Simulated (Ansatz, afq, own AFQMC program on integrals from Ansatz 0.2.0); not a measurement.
**ZrC+ (doublet): quantum Monte Carlo beside coupled cluster at distance Zr1–C2 = 1.755 Å, def2-TZVP**

How near does AFQMC come to the top of the ladder for ZrC+ (doublet)?

The runs use Ansatz 0.2.0, Gaussian basis, and an in-house AFQMC program (afq) on its integrals; all values are calculated; def2-TZVP, frozen cores.

The runs, in order: PBE (unrestricted); r2SCAN (unrestricted); PBE0 (unrestricted); B3LYP (unrestricted); wB97M-V (unrestricted); B2PLYP (unrestricted); CCSD(T) on UHF; CCSDT(Q) on UHF; Phaseless AFQMC, CISD trial on UHF; Free-projection AFQMC, CISD trial on UHF.

10 further runs of the same task are left out: 1 for a known fault of the program, 9 that didn't finish.

## Step 1: The geometry

The geometry derives from a PBE0/def2-TZVP stationary point (not a proven minimum). One bond is set to the value named and the two fragments are kept rigid. No spin-orbit coupling is included. Elements past krypton take def2 core potentials.

2 atoms, charge 1, spin multiplicity 2.

Atoms are counted from 1 here; the program's logs count them from 0.

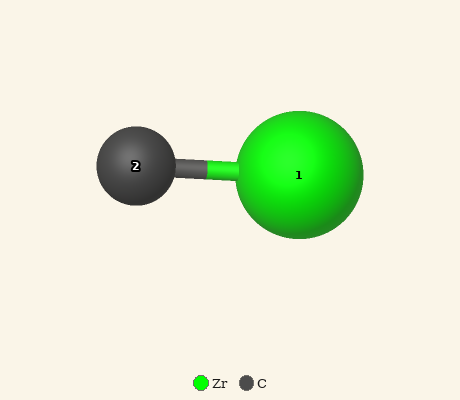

The geometry (zirconium green, carbon dark grey); atoms are numbered from 1 in the order of the file.

## Step 2: PBE (unrestricted)

Contents of in.yaml:

```yaml
crystal:
  periodic: [false, false, false]
  atoms:
    - {symbol: Zr, position_ang: [0.000000, 0.000000, 0.000000]}
    - {symbol: C, position_ang: [0.000000, 0.000000, 1.754600]}
basis:
  gaussian: {orbitals: def2-TZVP}
total_charge: 1
magnetization: {spin_polarized: true, initial_magnetization: 1}
hamiltonian: {xc: {name: PBE}}
output: {orbitals: {seedname: orbitals}}
```

Command:

```sh
> ansatz run in.yaml --threads 1 --pin off --events-out ev --progress --plain --max-ram 8192MiB --backend cpu
```

Standard output:

```text
Functional definition: PBE
  name "PBE"
  cite "Perdew, Burke & Ernzerhof, Phys. Rev. Lett. 77, 3865 (1996) doi:10.1103/PhysRevLett.77.3865"
  parent pbe
  parameter kappa = 0.804
  parameter beta = 0.06672455060314922
  exchange = pbe_x(kappa = kappa, mu = beta*pi^2/3)
  correlation = pbe_c(beta = beta)
501 factors; their error is unknown
mean field evaluation 1: about -2269.8373 eV, gradient 8.3e1 eV
mean field evaluation 2: about -2119.3557 eV, gradient 1.2e2 eV
mean field evaluation 4: about -2301.3700 eV, gradient 2.1e1 eV
mean field evaluation 8: about -2303.6382 eV, gradient 3.7e-1 eV
mean field evaluation 16: about -2303.6375 eV, gradient 2.1e-4 eV
mean field evaluation 32: about -2302.7174 eV, gradient 2.1e-1 eV
mean field -2303.63752670 eV, -84.6571176446 hartree, gradient 3.4e-5 eV, S^2 0.756132; 8 other end points of the search recorded, 0 dependent functions left out
reference -2303.63756567 eV, -84.6571190767 hartree; 9, 8 occupied and 62, 63 virtual orbitals, 501 factors
Total energy: -2303.63756567 eV, -84.6571190767 hartree
```

Run time: 4.3 s. Hardware: 1 thread of AMD EPYC 7R13 (Zen 3), shared host; peak memory 1.6 GiB.

From the report: ⟨S²⟩ of the determinant 0.756 (pure doublet: 0.75).

## Step 3: r2SCAN (unrestricted)

in.yaml, as its differences from that of step 2:

```diff
@@ -9,3 +9,2 @@
 magnetization: {spin_polarized: true, initial_magnetization: 1}
-hamiltonian: {xc: {name: PBE}}
-output: {orbitals: {seedname: orbitals}}
+hamiltonian: {xc: {name: r2SCAN}}
```

The command is unchanged.

Standard output:

```text
Functional definition: r2SCAN
  name "r2SCAN"
  cite "Furness, Kaplan, Ning, Perdew & Sun, J. Phys. Chem. Lett. 11, 8208 (2020) doi:10.1021/acs.jpclett.0c02405"
  cite "Furness, Kaplan, Ning, Perdew & Sun, J. Phys. Chem. Lett. 11, 9248 (2020) doi:10.1021/acs.jpclett.0c03077"
  parent r2scan
  parameter k0 = 0.174
  parameter k1 = 0.065
  parameter a1 = 4.9479
  exchange = r2scan_x(k0 = k0, k1 = k1, a1 = a1)
  correlation = r2scan_c
501 factors; their error is unknown
mean field evaluation 1: about -2275.5394 eV, gradient 7.7e1 eV
mean field evaluation 2: about -2128.2636 eV, gradient 1.2e2 eV
mean field evaluation 4: about -2303.1245 eV, gradient 1.6e1 eV
mean field evaluation 8: about -2304.5341 eV, gradient 2.3e-1 eV
mean field evaluation 16: about -2304.5353 eV, gradient 1.8e-4 eV
mean field evaluation 32: about -2303.3512 eV, gradient 8.6e0 eV
mean field -2304.53533057 eV, -84.6901113282 hartree, gradient 5.6e-6 eV, S^2 0.766350; 4 other end points of the search recorded, 0 dependent functions left out
reference -2304.53534650 eV, -84.6901119136 hartree; 9, 8 occupied and 62, 63 virtual orbitals, 501 factors
Total energy: -2304.53534650 eV, -84.6901119136 hartree
```

Wall time 4.3 s (1 thread of AMD EPYC 7R13 (Zen 3), shared host); peak memory 1.6 GiB.

From the report: ⟨S²⟩ of the determinant 0.766 (pure doublet: 0.75).

## Step 4: PBE0 (unrestricted)

in.yaml, as its differences from that of step 3:

```diff
@@ -9,2 +9,3 @@
 magnetization: {spin_polarized: true, initial_magnetization: 1}
-hamiltonian: {xc: {name: r2SCAN}}
+hamiltonian: {xc: {name: PBE0}}
+output: {orbitals: {seedname: orbitals}}
```

The command is unchanged.

Standard output:

```text
Functional definition: PBE0
  name "PBE0"
  cite "Adamo & Barone, J. Chem. Phys. 110, 6158 (1999) doi:10.1063/1.478522"
  cite "Perdew, Burke & Ernzerhof, Phys. Rev. Lett. 77, 3865 (1996) doi:10.1103/PhysRevLett.77.3865"
  parent pbe
  parameter a = 0.25
  parameter kappa = 0.804
  parameter beta = 0.06672455060314922
  exchange = (1 - a)*pbe_x(kappa = kappa, mu = beta*pi^2/3) + a*exact_x
  correlation = pbe_c(beta = beta)
579 factors; their error is unknown
mean field evaluation 1: about -2274.9279 eV, gradient 7.5e1 eV
mean field evaluation 2: about -2140.1854 eV, gradient 1.2e2 eV
mean field evaluation 4: about -2302.0163 eV, gradient 1.4e1 eV
mean field evaluation 8: about -2302.9095 eV, gradient 2.0e-1 eV
mean field evaluation 16: about -2302.9363 eV, gradient 2.5e-4 eV
mean field -2302.93633753 eV, -84.6313494178 hartree, gradient 2.5e-5 eV, S^2 0.762034; 2 other end points of the search recorded, 0 dependent functions left out
reference -2302.93636672 eV, -84.6313504906 hartree; 9, 8 occupied and 62, 63 virtual orbitals, 579 factors
Total energy: -2302.93636672 eV, -84.6313504906 hartree
```

It took 1.9 s on 1 thread of AMD EPYC 7R13 (Zen 3), shared host; peak memory 1.6 GiB.

From the report: ⟨S²⟩ of the determinant 0.762 (pure doublet: 0.75).

## Step 5: B3LYP (unrestricted)

in.yaml, as its differences from that of step 4:

```diff
@@ -9,3 +9,2 @@
 magnetization: {spin_polarized: true, initial_magnetization: 1}
-hamiltonian: {xc: {name: PBE0}}
-output: {orbitals: {seedname: orbitals}}
+hamiltonian: {xc: {name: B3LYP}}
```

Same command.

Standard output, cut to the lines that bear on the results:

```text
Functional definition: B3LYP
  name "B3LYP"
  cite "Stephens, Devlin, Chabalowski & Frisch, J. Phys. Chem. 98, 11623 (1994) doi:10.1021/j100096a001"
  cite "Becke, Phys. Rev. A 38, 3098 (1988) doi:10.1103/PhysRevA.38.3098"
  cite "Lee, Yang & Parr, Phys. Rev. B 37, 785 (1988) doi:10.1103/PhysRevB.37.785"
  cite "Vosko, Wilk & Nusair, Can. J. Phys. 58, 1200 (1980) doi:10.1139/p80-159"
[...]
535 factors; their error is unknown
[...]
mean field -2304.91296545 eV, -84.7039891543 hartree, gradient 2.2e-5 eV, S^2 0.759162; 2 other end points of the search recorded, 0 dependent functions left out
reference -2304.91316313 eV, -84.7039964188 hartree; 9, 8 occupied and 62, 63 virtual orbitals, 535 factors
Total energy: -2304.91316313 eV, -84.7039964188 hartree
```

It took 2.4 s on 1 thread of AMD EPYC 7R13 (Zen 3), shared host; peak memory 1.6 GiB.

From the report: ⟨S²⟩ of the determinant 0.759 (pure doublet: 0.75).

## Step 6: wB97M-V (unrestricted)

in.yaml, as its differences from that of step 5:

```diff
@@ -9,2 +9,3 @@
 magnetization: {spin_polarized: true, initial_magnetization: 1}
-hamiltonian: {xc: {name: B3LYP}}
+hamiltonian: {xc: {name: wB97M-V}}
+output: {orbitals: {seedname: orbitals}}
```

The command is unchanged.

Standard output, cut to the lines that bear on the results:

```text
Functional definition: wB97M-V
  name "wB97M-V"
  cite "Mardirossian & Head-Gordon, J. Chem. Phys. 144, 214110 (2016) doi:10.1063/1.4952647"
  cite "Becke, J. Chem. Phys. 107, 8554 (1997) doi:10.1063/1.475007"
  cite "Vydrov & Van Voorhis, J. Chem. Phys. 133, 244103 (2010) doi:10.1063/1.3521275"
  # Of w^i u^j: cxij and so on, Table III.
[...]
  gx(w, u) = 1 - cx + cx01*u + cx10*w
  gss(w, u) = css00 + css04*u^4 + css10*w + css20*w^2 + css43*w^4*u^3
  gos(w, u) = cos00 + cos10*w + (cos20 + cos21*u)*w^2 + (cos60 + cos61*u)*w^6
[...]
      + integral(e_c_pw_mod_opposite_spin*gos(b97_w_opposite, b97_u_opposite)) + vv10(b, c)
532 factors; their error is unknown
135 factors; integrals over basis functions are off by at most 6.2e-5 eV
[...]
mean field -2301.89687598 eV, -84.5931499104 hartree, gradient 7.6e-6 eV, S^2 0.762573; 1 other end points of the search recorded, 0 dependent functions left out
reference -2301.89691948 eV, -84.5931515091 hartree; 9, 8 occupied and 62, 63 virtual orbitals, 532 factors
Total energy: -2301.89691948 eV, -84.5931515091 hartree
```

Wall time 15 s (1 thread of AMD EPYC 7R13 (Zen 3), shared host); peak memory 1.6 GiB.

From the report: ⟨S²⟩ of the determinant 0.763 (pure doublet: 0.75).

## Step 7: B2PLYP (unrestricted)

in.yaml, as its differences from that of step 6:

```diff
@@ -9,3 +9,3 @@
 magnetization: {spin_polarized: true, initial_magnetization: 1}
-hamiltonian: {xc: {name: wB97M-V}}
-output: {orbitals: {seedname: orbitals}}
+hamiltonian: {xc: {name: B2PLYP}}
+correlation: {electrons: outside_noble_gas}
```

The command is unchanged.

Standard output, cut to the lines that bear on the results:

```text
Functional definition: B2PLYP
  name "B2PLYP"
  cite "Grimme, J. Chem. Phys. 124, 034108 (2006) doi:10.1063/1.2148954"
  cite "Becke, Phys. Rev. A 38, 3098 (1988) doi:10.1103/PhysRevA.38.3098"
  cite "Lee, Yang & Parr, Phys. Rev. B 37, 785 (1988) doi:10.1103/PhysRevB.37.785"
[...]
562 factors; integrals over basis functions are off by at most 8.7e-4 eV
[...]
mean field -2297.38234619 eV, -84.4272440007 hartree, gradient 5.9e-6 eV, S^2 0.780865; 6 other end points of the search recorded, 0 dependent functions left out
5 core orbitals not correlated: weight in the atoms' cores, before any rotation towards them, 0.986 or more for the frozen orbitals, at most 0.008 for the correlated occupied ones
reference -2297.38247237 eV, -84.4272486379 hartree; 4, 3 occupied and 62, 63 virtual orbitals, 562 factors
second order -8.29735628 eV of doubles, -0.00000000 eV of singles
Total energy: -2299.62275857 eV, -84.5095776371 hartree
```

Run time: 5.5 s. Hardware: 1 thread of AMD EPYC 7R13 (Zen 3), shared host; peak memory 1.6 GiB.

From the report: ⟨S²⟩ of the determinant 0.781 (pure doublet: 0.75).

## Step 8: CCSD(T) on UHF

in.yaml, as its differences from that of step 7:

```diff
@@ -9,3 +9,2 @@
 magnetization: {spin_polarized: true, initial_magnetization: 1}
-hamiltonian: {xc: {name: B2PLYP}}
-correlation: {electrons: outside_noble_gas}
+correlation: {method: ccsd_t, electrons: outside_noble_gas, hamiltonian_folder: ham}
```

Command:

```sh
> ansatz run in.yaml --threads 1 --pin off --events-out ev --progress --plain --max-ram 24576MiB --backend cuda --devices 0, --max-vram 18GiB
```

Standard output, cut to the lines that bear on the results:

```text
Functional definition: HF
  name "HF"
  cite "Fock, Z. Phys. 61, 126 (1930) doi:10.1007/BF01340294"
  parent pbe
[...]
562 factors; integrals over basis functions are off by at most 8.7e-4 eV
[...]
mean field -2285.21744913 eV, -83.9801922794 hartree, gradient 7.5e-6 eV, S^2 1.303660; 51 other end points of the search recorded, 0 dependent functions left out
determinant -2285.21744913 eV, -83.9801922794 hartree, with singles and doubles -2291.03468434 eV, -84.1939717303 hartree
determinant -2284.78981901 eV, -83.9644771623 hartree, with singles and doubles -2289.83460220 eV, -84.1498695252 hartree
determinant -2284.49783154 eV, -83.9537468207 hartree, with singles and doubles -2289.80133428 eV, -84.1486469518 hartree
determinant -2284.25708381 eV, -83.9448995049 hartree, with singles and doubles -2289.10620001 eV, -84.1231012384 hartree
[...]
determinant -2282.15951474 eV, -83.8678152635 hartree, with singles and doubles -2286.04052190 eV, -84.0104396458 hartree
determinant -2282.06969527 eV, -83.8645144589 hartree, with singles and doubles -2285.85535465 eV, -84.0036348750 hartree
determinant -2281.97340084 eV, -83.8609757036 hartree, with singles and doubles -2286.84416178 eV, -84.0399728667 hartree
determinant -2281.95452569 eV, -83.8602820548 hartree, with singles and doubles -2286.72275443 eV, -84.0355112288 hartree
5 core orbitals not correlated: weight in the atoms' cores, before any rotation towards them, 0.976 or more for the frozen orbitals, at most 0.015 for the correlated occupied ones
reference -2285.21744913 eV, -83.9801922794 hartree; 4, 3 occupied and 62, 63 virtual orbitals, 562 factors
second order -4.99811688 eV of doubles, -0.00000000 eV of singles
cycle   1  -5.77121164 eV  change   -2.7e-1 eV  update   2.5e-2
[...]
cycle  13  -5.82067925 eV  change    4.2e-6 eV  update   2.6e-6
perturbative correction -0.38145058 eV, -0.0140180501 hartree
Total energy: -2291.41957896 eV, -84.2081163467 hartree
```

Wall time 87 s (1 × NVIDIA H100 80GB HBM3 with 1 thread of AMD EPYC 7R13 (Zen 3), shared host); peak host memory 1.6 GiB.

From the report: ⟨S²⟩ of the determinant 1.304 (pure doublet: 0.75); correlation -6.2021 eV; T1 0.108; largest double amplitude 0.05. The determinant is far from a pure spin state, so its energy mixes those of several spin states (harmless only where they are near-degenerate, as at dissociation).

This run also writes the integrals to the folder ham.

## Step 9: CCSDT(Q) on UHF

in.yaml, as its differences from that of step 8:

```diff
@@ -9,2 +9,2 @@
 magnetization: {spin_polarized: true, initial_magnetization: 1}
-correlation: {method: ccsd_t, electrons: outside_noble_gas, hamiltonian_folder: ham}
+correlation: {method: ccsdt_q, electrons: outside_noble_gas}
```

Launched as before.

Standard output, cut to the lines that bear on the results:

```text
Functional definition: HF
  name "HF"
  cite "Fock, Z. Phys. 61, 126 (1930) doi:10.1007/BF01340294"
  parent pbe
[...]
996 factors; integrals over basis functions are off by at most 1.6e-7 eV
[...]
mean field -2285.21746056 eV, -83.9801926994 hartree, gradient 7.5e-6 eV, S^2 1.303659; 52 other end points of the search recorded, 0 dependent functions left out
determinant -2285.21746056 eV, -83.9801926994 hartree, with singles and doubles -2291.03658858 eV, -84.1940417100 hartree
determinant -2284.78982982 eV, -83.9644775595 hartree, with singles and doubles -2289.83610698 eV, -84.1499248250 hartree
determinant -2284.49784316 eV, -83.9537472477 hartree, with singles and doubles -2289.80337692 eV, -84.1487220173 hartree
determinant -2284.25709560 eV, -83.9448999380 hartree, with singles and doubles -2289.10570448 eV, -84.1230830280 hartree
[...]
determinant -2282.15952711 eV, -83.8678157180 hartree, with singles and doubles -2286.04033710 eV, -84.0104328545 hartree
determinant -2282.06970825 eV, -83.8645149358 hartree, with singles and doubles -2285.85395617 eV, -84.0035834816 hartree
determinant -2281.97341597 eV, -83.8609762599 hartree, with singles and doubles -2286.84343717 eV, -84.0399462380 hartree
determinant -2281.95454008 eV, -83.8602825837 hartree, with singles and doubles -2286.72439976 eV, -84.0355716935 hartree
5 core orbitals not correlated: weight in the atoms' cores, before any rotation towards them, 0.976 or more for the frozen orbitals, at most 0.015 for the correlated occupied ones
reference -2285.21746056 eV, -83.9801926994 hartree; 4, 3 occupied and 62, 63 virtual orbitals, 996 factors
second order -4.99812277 eV of doubles, -0.00000000 eV of singles
cycle   1  -4.98294841 eV  change    1.5e-2 eV  update   1.4e-1
[...]
cycle  25  -6.24443610 eV  change    2.3e-7 eV  update   3.7e-7
perturbative correction -0.05335591 eV, -0.0019607934 hartree
Total energy: -2291.51525256 eV, -84.2116322869 hartree
```

Run time: 1.9 min. Hardware: 1 × NVIDIA H100 80GB HBM3 with 1 thread of AMD EPYC 7R13 (Zen 3), shared host; peak host memory 1.6 GiB.

From the report: ⟨S²⟩ of the determinant 1.304 (pure doublet: 0.75); correlation -6.2978 eV; T1 0.114; largest double amplitude 0.06. The determinant is far from a pure spin state, so its energy mixes those of several spin states (harmless only where they are near-degenerate, as at dissociation).

## Step 10: Phaseless AFQMC, CISD trial on UHF

It reads the integrals that the CCSD(T) run on this determinant wrote.

Command:

```sh
> afq ham --method phaseless --trial cisd --walkers 4000 --populations 20 --least-time 60 --time-step 0.005 --steps-per-block 50 --equilibration-blocks 40 --max-blocks 4000 --target-error 0.00016 --factor-cut 1e-05 --start spin_pure --seed 9846 --release-times 0.24,0.6,1.2,2,3,4.2 --release-step 0.04 --release-every 3 --taylor-order 6
```

Standard output:

```text
orbitals 66  electrons 4 3  factors 506 of 562
reference energy -83.98019228 Eh
CCSD correlation -0.21390602 Eh in 17 cycles, weight of the determinant in the CISD state 0.7391
energy of the start -84.165772 Eh
 block  time / (1/Eh)  mean weight  energy / Eh
     1     0.250  1.0004  -84.178593
     2     0.500  1.0002  -84.188112
     3     0.750  1.0002  -84.194281
     4     1.000  1.0000  -84.198034
     5     1.250  1.0001  -84.201949
     6     1.500  1.0002  -84.206062
     7     1.750  0.9999  -84.205648
     8     2.000  1.0002  -84.206892
     9     2.250  1.0002  -84.208281
    10     2.500  1.0002  -84.209773
    13     3.250  0.9999  -84.209462
    16     4.000  0.9997  -84.210375
    19     4.750  1.0001  -84.210415
    22     5.500  0.9999  -84.210608
    25     6.250  0.9999  -84.211113
    28     7.000  1.0000  -84.209304
    31     7.750  0.9999  -84.209772
    34     8.500  0.9999  -84.208975
    37     9.250  1.0002  -84.209445
    40    10.000  1.0000  -84.209436
    43    10.750  0.9998  -84.210705
    46    11.500  1.0000  -84.211420
    49    12.250  1.0004  -84.212318
    52    13.000  1.0000  -84.210505
    55    13.750  1.0001  -84.209108
    58    14.500  0.9998  -84.208511
    61    15.250  0.9998  -84.207055
    64    16.000  1.0002  -84.208446
    67    16.750  1.0000  -84.210477
    70    17.500  0.9999  -84.211075
    73    18.250  1.0003  -84.210572
    76    19.000  1.0000  -84.210412
    79    19.750  1.0000  -84.209518
    82    20.500  1.0002  -84.209534
    85    21.250  1.0003  -84.210035
    88    22.000  1.0003  -84.210765
    91    22.750  1.0002  -84.209373
    94    23.500  0.9997  -84.207244
    97    24.250  1.0001  -84.211408
   100    25.000  1.0000  -84.211566
   103    25.750  1.0004  -84.208888
   106    26.500  1.0001  -84.210249
   109    27.250  1.0002  -84.209004
   112    28.000  0.9997  -84.208598
   115    28.750  0.9998  -84.210021
   118    29.500  1.0004  -84.209887
   121    30.250  1.0002  -84.209815
   124    31.000  1.0000  -84.210306
   127    31.750  0.9993  -84.210180
   130    32.500  1.0002  -84.210279
   133    33.250  1.0002  -84.211327
   136    34.000  0.9997  -84.208423
   139    34.750  1.0003  -84.208722
error from the spread of 20 populations
released: time / (1/Eh)  energy / Eh  error  mean overlap
  0.24  -84.210306  0.000316  0.9972
  0.60  -84.210706  0.000208  0.9962
  1.20  -84.211209  0.000288  0.9927
  2.00  -84.211397  0.000245  0.9926
  3.00  -84.211399  0.000418  0.9890
  4.20  -84.211312  0.000507  0.9937
energy -84.209709 +/- 0.000393 Eh
```

Run time: 5.7 min. Hardware: 1 × NVIDIA H100 80GB HBM3 with 2 threads of AMD EPYC 7R13 (Zen 3), shared host; peak host memory 1.6 GiB.

Energy -2291.4629 ± 0.0107 eV. Caveats: constraint bias not in the error; error above the target.

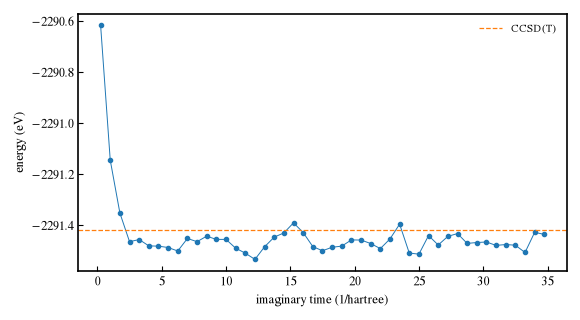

Block energies along the walk.

## Step 11: Free-projection AFQMC, CISD trial on UHF

It reads the integrals that the CCSD(T) run on this determinant wrote.

Command:

```sh
> afq ham --method free --trial cisd --walkers 4000 --time-step 0.03 --max-blocks 4000 --target-error 0.00032 --factor-cut 1e-05 --seed 7733 --times 0,0.3,0.6,1.2,1.8,2.4,3.6,4.8,6 --taylor-order 8
```

Standard output:

```text
orbitals 66  electrons 4 3  factors 506 of 562
reference energy -83.98019228 Eh
CCSD correlation -0.21390602 Eh in 17 cycles, weight of the determinant in the CISD state 0.7391
repeat  energy at the last time / Eh  error
    10  -84.211615  0.000676
time / (1/Eh)  energy / Eh  error  mean overlap
  0.00  -84.194160  0.000118  1.3528
  0.30  -84.202571  0.000149  1.3563
  0.60  -84.206193  0.000141  1.3579
  1.20  -84.208908  0.000194  1.3678
  1.80  -84.209997  0.000162  1.3742
  2.40  -84.210701  0.000240  1.3822
  3.60  -84.210832  0.000344  1.4010
  4.80  -84.211321  0.000437  1.4215
  6.00  -84.211519  0.000543  1.4485
energy -84.211519 +/- 0.000543 Eh
```

It took 2.1 min on 1 × NVIDIA H100 80GB HBM3 with 2 threads of AMD EPYC 7R13 (Zen 3), shared host; peak host memory 1.6 GiB.

Energy -2291.5122 ± 0.0148 eV. Caveats: remainder of the start not in the error; start is not spin pure; error above the target.

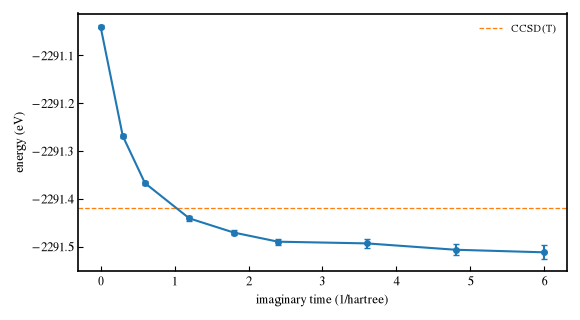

Energy against projection time, with error bars.

## Step 12: All levels side by side

On the UHF determinant, counted from CCSDT(Q) (a yardstick, not exact):

| level | energy (eV) | from CCSDT(Q) (kcal/mol) | statistical error (kcal/mol) | time |
| --- | --- | --- | --- | --- |
| HF | -2285.2174 | +145.23 |  |  |
| MP2 | -2290.2156 | +29.97 |  |  |
| CCSD | -2291.0381 | +11.00 |  |  |
| CCSD(T) | -2291.4196 | +2.21 |  |  |
| CCSDT(Q) | -2291.5153 | 0.00 |  |  |
| Phaseless AFQMC, CISD trial, step 0.005, 4000 walkers | -2291.4629 | +1.21 | 0.25 | 5.7 min |
| Free-projection AFQMC, CISD trial, step 0.03, 4000 walkers | -2291.5122 | +0.07 | 0.34 | 2.1 min |

The functionals' totals stand on their own zeros and serve differences with other points: PBE -2303.638 eV; r2SCAN -2304.535 eV; PBE0 -2302.936 eV; B3LYP -2304.913 eV; wB97M-V -2301.897 eV; B2PLYP -2299.623 eV.

## Step 13: What came out

| quantity | value |
| --- | --- |
| CCSD(T) on UHF from CCSDT(Q) | +2.21 kcal/mol |
| Phaseless AFQMC, CISD trial on UHF from CCSDT(Q) | +1.21 ± 0.25 kcal/mol |
| Free-projection AFQMC, CISD trial on UHF from CCSDT(Q) | +0.07 ± 0.34 kcal/mol |

What this shows: On UHF the phaseless walk with the CISD trial lies +1.21 kcal/mol from CCSDT(Q), 5 times its error bar. Free projection has no constraint; at the last time it gives +0.07 ± 0.34 kcal/mol, and from a start that isn't spin pure other spins can mix in. Error bars are statistical and leave out the constraint, the time step and what remains of the start. Zr carries a core potential, and spin-orbit coupling is left out.
